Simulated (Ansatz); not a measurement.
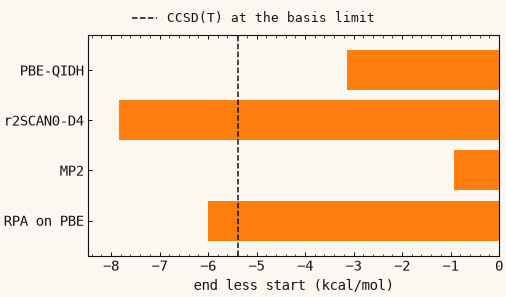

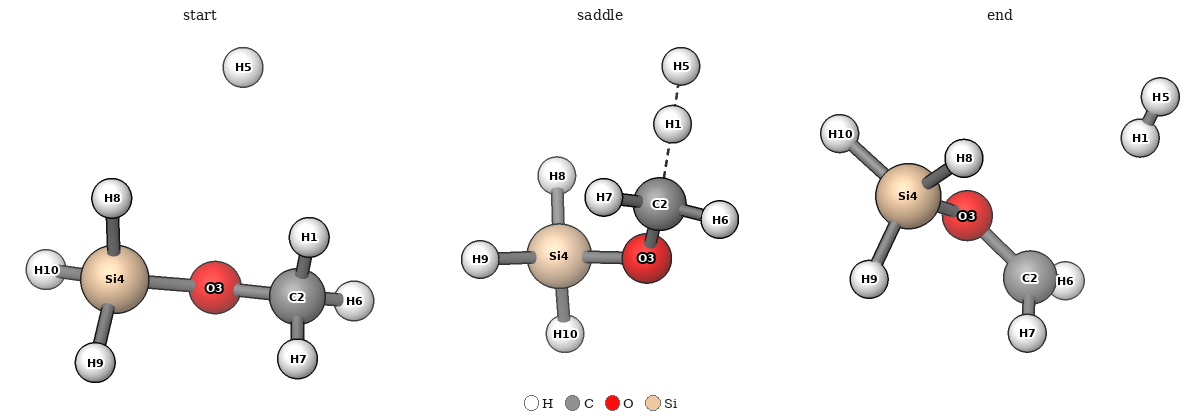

Energy change in one step of CH₇OSi, doublet at several levels. In the step H1–H5 (3.07 → 0.97 → 0.75 Å) forms; H1–C2 (1.10 → 1.32 → 2.87 Å) breaks (lengths at start, saddle and end; changes of bond order aren't listed). Electronic energies at PBE0-D4/def2-TZVP geometries, energies in def2-TZVPP, the Ansatz code; cores frozen in correlated methods, no zero-point terms. Start and end are the structures at the ends of the path (complexes, where there are several molecules). The line is the MP2 basis limit plus CCSD(T) less MP2 in triple zeta. PBE-QIDH and RPA on PBE hold a correlation term that converges slowly with the basis, so part of the distance to the limit is basis error. No dispersion term is added to PBE-QIDH. The distance of MP2 to the limit includes basis error.

Which level comes closest to the line (CCSD(T) at the basis limit), and which misses most?

Answer. Closest RPA on PBE (−6.0 kcal/mol), against −5.4 kcal/mol; farthest MP2 (−0.9 kcal/mol).

What range do the values span, the line included?

Answer. From −7.8 kcal/mol (r2SCAN0-D4) to −0.9 kcal/mol (MP2).
